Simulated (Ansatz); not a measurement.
# UPBE0/STO-3G run of SiHF2 (SMILES F[SiH]F)

Aim: the vertical ionisation energy of SiHF2 at UPBE0/STO-3G, from 2 runs. 

The calculation is run with Ansatz 0.2.0.

66 further runs of the same task are left out: 9 that didn't finish, 57 set aside as unsound or not needed.

## 1. The molecule

The species is SiHF2 (4 atoms), meant as a doublet with charge 0. SMILES: `F[SiH]F`. The coordinates come from a GFN2-xTB relaxation.

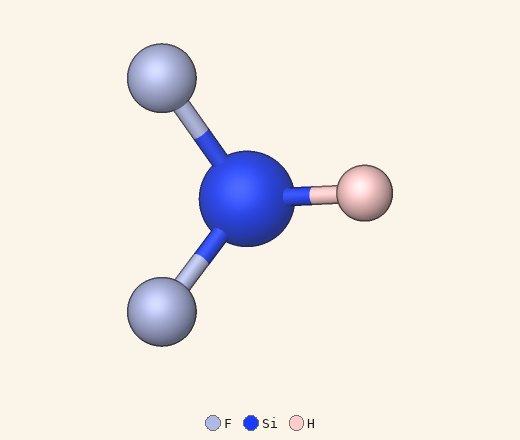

Viewed from a chosen angle; fluorine light blue, silicon blue, hydrogen pink.

## 2. A single-point energy at UPBE0/STO-3G

Input file job.yaml:

```yaml
basis:
  gaussian:
    orbitals: STO-3G
crystal:
  periodic: [false, false, false]
  atoms:
    - {symbol: F, position_ang: [1.226950, 0.652980, -0.410280]}
    - {symbol: Si, position_ang: [-0.028060, -0.342890, -0.301090]}
    - {symbol: F, position_ang: [-1.234200, 0.716240, -0.252780]}
    - {symbol: H, position_ang: [0.035310, -1.026330, 0.964150]}
total_charge: 0
magnetization:
  spin_polarized: true
  initial_magnetization: 1
hamiltonian:
  xc: pbe0
accuracy: high
```

Command:

```sh
$ ansatz run job.yaml --threads 1 --pin off --max-ram 2610MiB --events-out events.jsonl --progress --plain --runs-dir runs
```

The program printed:

```text
Warning: RAYON_NUM_THREADS=1 ignored (pool sized by the plan → 1); use --threads N
Functional definition: PBE0
  name "PBE0"
  parameter a = 0.25
  parameter kappa = 0.804
  parameter beta = 0.06672455060314922
  exchange = (1 - a)*pbe_x(kappa = kappa, mu = beta*pi^2/3) + a*exact_x
  correlation = pbe_c(beta = beta)
361 factors; integrals over basis functions are off by at most 3.0e-8 eV
mean field evaluation 1: about -13147.1035 eV, gradient 1.4e1 eV
mean field evaluation 2: about -13146.7246 eV, gradient 1.7e1 eV
mean field evaluation 4: about -13148.7495 eV, gradient 1.7e-1 eV
mean field evaluation 8: about -13148.7532 eV, gradient 3.3e-3 eV
mean field evaluation 16: about -13148.7532 eV, gradient 6.5e-8 eV
mean field -13148.75323366 eV, -483.2077687921 hartree, gradient 7.1e-8 eV, S^2 0.751766; 0 other end points of the search recorded, 0 dependent functions left out
reference -13148.75323468 eV, -483.2077688296 hartree; 17, 16 occupied and 3, 4 virtual orbitals, 361 factors
Total energy: -13148.75323468 eV, -483.2077688296 hartree
```

It took 0.97 s on 1 thread of Intel Xeon 6975P-C (Granite Rapids), shared host; peak memory 0.14 GiB.

## 3. The singlet cation, same level

Input file molecule.yaml:

```yaml
basis:
  gaussian:
    orbitals: STO-3G
crystal:
  periodic: [false, false, false]
  atoms:
    - symbol: F
      position_ang: [1.226950, 0.652980, -0.410280]
    - symbol: Si
      position_ang: [-0.028060, -0.342890, -0.301090]
    - symbol: F
      position_ang: [-1.234200, 0.716240, -0.252780]
    - symbol: H
      position_ang: [0.035310, -1.026330, 0.964150]
hamiltonian:
  xc: pbe0
accuracy: high
total_charge: 1
```

Command:

```sh
$ ansatz run molecule.yaml --threads 1 --pin off --max-ram 2610MiB --events-out events.jsonl --progress --plain --runs-dir runs
```

The program printed:

```text
Warning: RAYON_NUM_THREADS=1 ignored (pool sized by the plan → 1); use --threads N
[... 7 set-up lines as earlier in the session ...]
361 factors; integrals over basis functions are off by at most 3.0e-8 eV
mean field evaluation 1: about -13134.4340 eV, gradient 4.0e1 eV
mean field evaluation 2: about -13110.4764 eV, gradient 9.6e1 eV
mean field evaluation 4: about -13142.5931 eV, gradient 1.7e0 eV
mean field evaluation 8: about -13142.5980 eV, gradient 1.2e-1 eV
mean field evaluation 16: about -13142.5981 eV, gradient 3.4e-7 eV
mean field -13142.59806386 eV, -482.9815704739 hartree, gradient 4.1e-8 eV, S^2 0.000000; 0 other end points of the search recorded, 0 dependent functions left out
reference -13142.59806489 eV, -482.9815705119 hartree; 16, 16 occupied and 4, 4 virtual orbitals, 361 factors
Total energy: -13142.59806489 eV, -482.9815705119 hartree
```

It took 0.6 s on 1 thread of Intel Xeon 6975P-C (Granite Rapids), shared host.

## 4. What came out

Level: UPBE0/STO-3G.

| quantity | value |
| --- | --- |
| doublet SiHF2: total energy | -483.20777 Eh |
| doublet SiHF2: ⟨S²⟩ | 0.752 |
| singlet cation: total energy | -482.98157 Eh |
| vertical ionisation energy (to the singlet cation) | 6.155 eV |

What this shows: The vertical ionisation energy comes to 6.16 eV (594 kJ/mol). Only the singlet of the ionised species was computed; a triplet could lie lower. In a minimal basis such a difference can be off by several eV, whatever the method.
